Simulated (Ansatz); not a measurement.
## How far to go with the plane-wave cutoff: NiAl (P4mm, 2 atoms in the cell)

```xyz
2
Lattice="2.8813 0.0000 0.0000 0.0000 2.8813 0.0000 0.0000 0.0000 2.8813" Properties=species:S:1:pos:R:3 pbc="T T T"
Al     1.4407     1.4407     1.4907
Ni     0.0000     0.0000     0.0000
```

Computed with LDA (PW92), default PAW files made with PBE (plane waves; Ansatz, an electronic-structure program).

Base settings: basis.ecutwfc = 420 eV; kpoints.mp_grid.grid = 11 11 11; hamiltonian.xc = lda; hamiltonian.pseudopotentials = {kind: paw} (the program's default PAW files); scf.occupations.method = fermi_dirac; scf.occupations.width = 0.1 eV.

The second cell is the first with its lattice scaled by 0.98.

The mesh stays at the base's, so the ladder's end is converged at best in this setting alone.

The first pressure column holds Ansatz's estimate of the finite-basis (Pulay) stress, which hides part of the cutoff error; the other is without it.

Only quantities that move along the ladder and can be compared are tabulated.

The count of work is k-points × plane waves × bands × iterations; it is no time. 

The starting cell has typed, rounded lattice constants, without a prior relaxation at this level. Its lattice was rescaled by up to half a per cent. One atom was moved a little off its site on purpose. Spin polarisation is off. In the base run, with a pressure of about -8 GPa the cell is away from its equilibrium volume at this level.

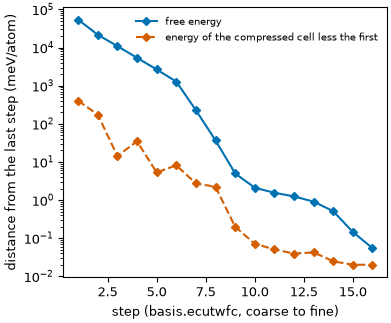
Distance from the last step along the ladder; very small values are drawn at a floor.

```csv
basis.ecutwfc,free energy less the last step's (meV/atom),energy of the compressed cell less the first (meV/atom),pressure (GPa),pressure without the Pulay estimate (GPa),largest difference of a force vector from the last step's (eV/Å),count of work / last
145 eV,54116.84,-418.52,-29.15,-2579.96,0.316,0.098
170 eV,21770.51,159.96,-32.26,-1182.91,0.353,0.082
190 eV,10878.46,-28.89,-7.25,-654.73,0.213,0.098
210 eV,5407.90,20.37,-5.78,-361.54,0.011,0.11
230 eV,2670.65,-19.88,-2.82,-201.10,0.068,0.12
250 eV,1283.57,-6.44,-6.76,-111.57,0.064,0.14
295 eV,227.39,-11.84,-6.75,-31.92,0.011,0.15
335 eV,36.85,-12.35,-7.70,-13.03,0.005,0.20
380 eV,4.99,-14.38,-8.18,-8.76,0.001,0.22
420 eV,2.11,-14.50,-8.19,-8.28,0.000,0.26
460 eV,1.55,-14.52,-8.20,-8.23,0.000,0.30
505 eV,1.25,-14.54,-8.20,-8.23,0.000,0.36
565 eV,0.91,-14.53,-8.20,-8.23,0.000,0.42
630 eV,0.51,-14.55,-8.21,-8.24,0.000,0.49
735 eV,0.15,-14.57,-8.21,-8.22,0.000,0.60
840 eV,0.05,-14.57,-8.21,-8.21,0.000,0.78
1010 eV,0.00,-14.57,-8.21,-8.21,0.000,1.0
```

Coarsest basis.ecutwfc that holds the forces within 0.01 eV/Å of the last step, with all finer ones: 335 eV, at 0.20 of the last step's count of work; the step before is off by 0.011 eV/Å.

Coarsest basis.ecutwfc that holds the pressure within 0.05 GPa of the last step, with all finer ones: 380 eV, at 0.22 of the last step's count of work; the step before is off by 0.51 GPa.

Coarsest basis.ecutwfc that holds the energy of the compressed cell less the first within 2 meV/atom of the last step, with all finer ones: 380 eV, at 0.22 of the last step's count of work; the step before is off by 2.2 meV/atom.

The energy difference between the two cells stays within 1 meV/atom of the last step's from 380 eV on, the total only from 565 eV on: much of the error is common to both cells and cancels.

At the lowest cutoff the pressure without the Pulay estimate lies 2570 GPa under the last step's, the usual sign of Pulay stress in an incomplete plane-wave basis.

Keys are those of Ansatz 0.2.
